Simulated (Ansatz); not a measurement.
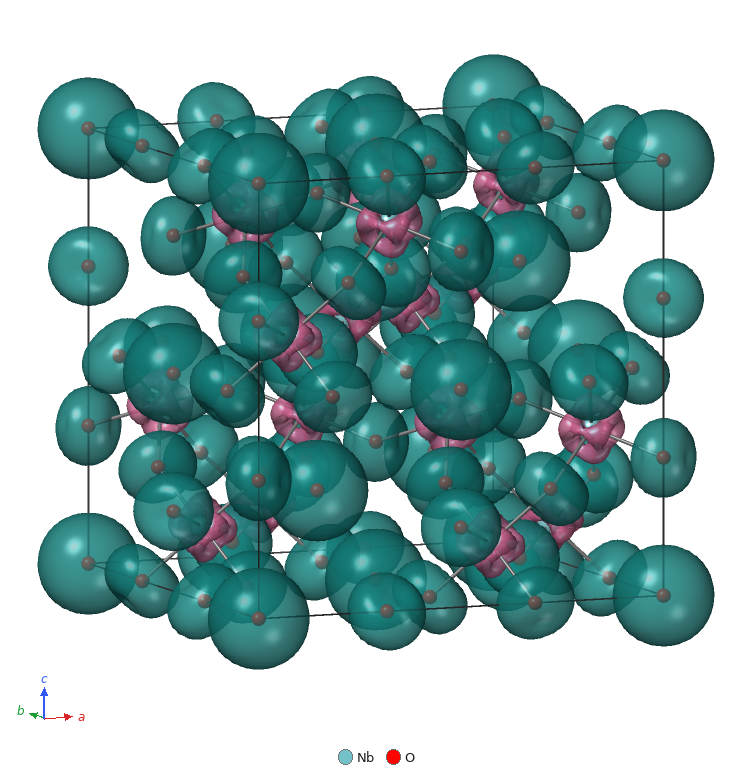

Figure 1: Nb2O7. Isosurfaces of the spin density (up minus down) at +0.02 (teal) and −0.02 e/Å³ (pink), seen slightly off an axis. Sticks mark near contacts.

Space group Fd-3m; spin-polarised.

All numbers below come from DFT PBE, scalar-relativistic, plane waves, PAW in Ansatz.

The density is the valence pseudo-density of a PAW calculation; it isn't the true density close to the nuclei.

**Describe the spin distribution.**

The spin density sits on O: +2.1 μB (×8) in one cell of 72 atoms, with smaller moments on other sites: Nb (up to −0.05 μB) and O (up to +0.31 μB): parallel main moments (a ferromagnetic arrangement) in this solution. The cell of the calculation (18 atoms) carries 8.0 μB of net spin moment.
